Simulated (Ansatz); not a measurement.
C$_{6}$H$_{15}$InO$_{3}$ (SMILES CC[O][In]([O]CC)[O]CC)

Input file:

```
crystal:
  periodic: [false, false, false]
  atoms:
    - {symbol: C, position_ang: [0.475656, -2.872180, 0.759600]}
    - {symbol: C, position_ang: [1.503622, -2.448467, -0.267080]}
    - {symbol: O, position_ang: [1.756711, -1.061743, -0.265480]}
    - {symbol: In, position_ang: [0.285426, 0.252736, -0.380818]}
    - {symbol: O, position_ang: [-1.588012, -0.341207, -0.576052]}
    - {symbol: C, position_ang: [-2.641879, 0.580350, -0.771303]}
    - {symbol: C, position_ang: [-3.958174, -0.146987, -0.625539]}
    - {symbol: O, position_ang: [0.636118, 2.195534, -0.348627]}
    - {symbol: C, position_ang: [1.925950, 2.709183, -0.109837]}
    - {symbol: C, position_ang: [2.596688, 2.110727, 1.107812]}
    - {symbol: H, position_ang: [-0.502438, -2.426401, 0.543373]}
    - {symbol: H, position_ang: [0.347050, -3.958138, 0.758305]}
    - {symbol: H, position_ang: [0.788282, -2.567534, 1.761901]}
    - {symbol: H, position_ang: [1.188919, -2.787341, -1.264407]}
    - {symbol: H, position_ang: [2.461757, -2.938647, -0.054091]}
    - {symbol: H, position_ang: [-2.580300, 1.034290, -1.770543]}
    - {symbol: H, position_ang: [-2.593019, 1.405845, -0.047443]}
    - {symbol: H, position_ang: [-4.027747, -0.957781, -1.353869]}
    - {symbol: H, position_ang: [-4.048736, -0.577282, 0.374197]}
    - {symbol: H, position_ang: [-4.795841, 0.537235, -0.786538]}
    - {symbol: H, position_ang: [2.570301, 2.569600, -0.989625]}
    - {symbol: H, position_ang: [1.809356, 3.791324, 0.029011]}
    - {symbol: H, position_ang: [1.981995, 2.266625, 1.998464]}
    - {symbol: H, position_ang: [2.762143, 1.034738, 0.975844]}
    - {symbol: H, position_ang: [3.572872, 2.571323, 1.283246]}
basis:
  gaussian: {orbitals: def2-TZVPP}
hamiltonian: {xc: pbe0, dispersion: d4}
output: {orbitals: {seedname: orbitals}}
```

Command:

```sh
ansatz run in.yaml --threads 4 --pin off --events-out ev --progress --plain --max-ram 46080MiB --backend cuda --devices 0, --max-vram 37GiB
```

Geometry: PBE0-D4/def2-TZVP; core potentials replace the inner electrons of In.

These are results of RKS PBE0-D4/def2-TZVPP in Ansatz 0.2.0, not measurements.

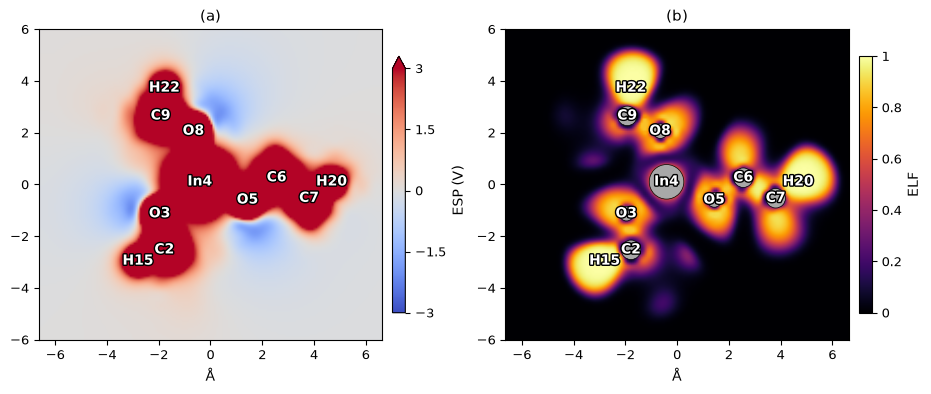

Figure 1. (a) electrostatic potential; (b) electron localisation function on the plane of atoms O3, In4 and O5. Grey discs cover the atomic cores in the ELF map.

**Describe what can be read from this map.**

The plane passes through C, O, In and H nuclei. C–O (1.41 Å): the ELF peaks at about 0.85 between the atoms: a polar covalent bond. C–C (1.51 Å): the ELF peaks at about 0.95 between the atoms; a shared electron pair. In–O (1.97 Å): the ELF peaks at about 0.85 in the valence shell of O, 0.6 Å from its nucleus, and is about 0.15 at the midpoint. C–H (1.10 Å): the ELF climbs to about 1 towards the hydrogen, as it does in any bond to H; a covalent bond by its length. The ELF also peaks beside O5 and O3, away from the bonds: lone-pair regions. Outside the dense part of the molecule the potential is most negative (−2.1 V) near O3.

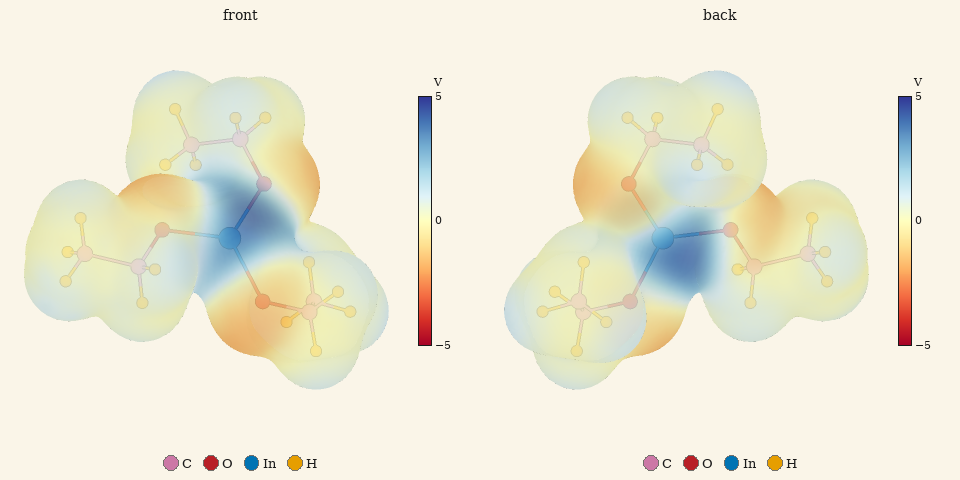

Figure 2. The electrostatic potential painted on the density surface at 0.004 e/bohr³, seen from the front and from behind; red is negative and blue positive.

**Where is the surface potential most negative and most positive?**

The most negative region (about −1.7 V) lies over O8, the most positive (about +4.0 V) over In4. O8 is the likeliest acceptor of a hydrogen bond.

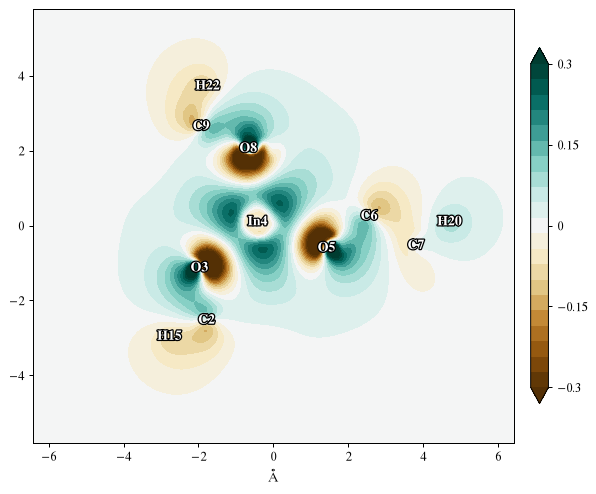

Figure 3. The LUMO on the plane of atoms O3, In4 and O5 (values in Å⁻³ᐟ²; the overall sign is arbitrary).

**Where does this orbital lie, and at what energy?**

It lies mainly on In4 (about 50 %), O8 (about 10 %), O3 (about 10 %) and O5 (about 10 %). Its energy is −1.58 eV.
